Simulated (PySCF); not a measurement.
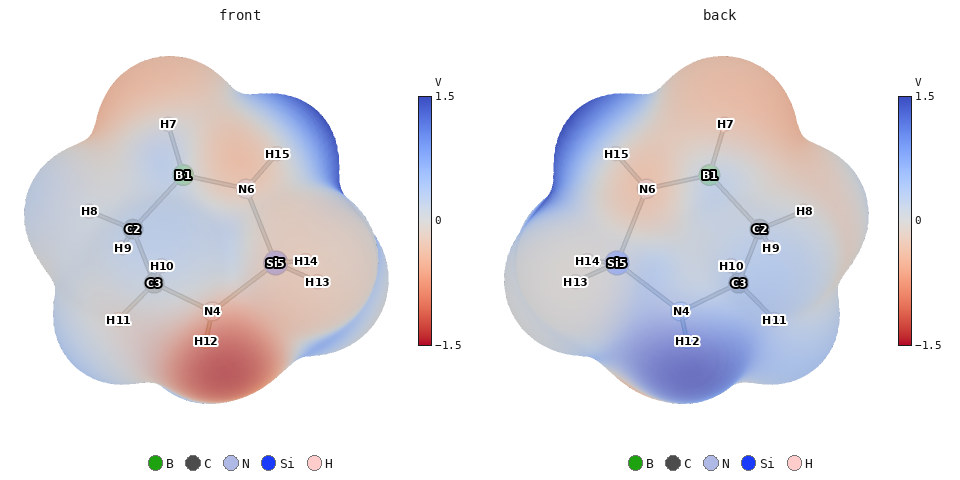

Figure. C₂H₉BN₂Si (SMILES B1CCN[SiH2]N1). The molecular electrostatic potential painted on the density surface at 0.001 e/bohr³, seen from the front and from behind; the colour scale runs from red (negative) to blue (positive).

Geometry: GFN2-xTB.

These are results of PBE0/pcSseg-1, SCF density, gas phase, non-relativistic in PySCF 2.14.0, not measurements.

```xyz
15

B    -1.0499    1.1401    0.2307
C    -1.3960   -0.3416   -0.2404
C    -0.3106   -1.3712    0.0959
N     0.9969   -1.0291   -0.4386
Si    1.6566    0.4735    0.0717
N     0.2844    1.5079    0.4050
H    -1.9028    1.9280    0.4205
H    -2.3401   -0.6814    0.1915
H    -1.5470   -0.3383   -1.3255
H    -0.2074   -1.4316    1.1830
H    -0.5883   -2.3655   -0.2707
H     1.0746   -1.2704   -1.4146
H     2.4663    1.0676   -0.9924
H     2.3786    0.2771    1.3346
H     0.4803    2.4430    0.7275
```

Where is the surface potential most negative and most positive?

The most negative region (about −1.2 V, or −28 kcal/mol for a unit charge) lies over N4, the most positive (about +1.4 V, or +32 kcal/mol for a unit charge) over Si5 and H15. N4 is the likeliest acceptor of a hydrogen bond.

How polar is the molecule by this calculation?

Its dipole moment is 0.81 D.
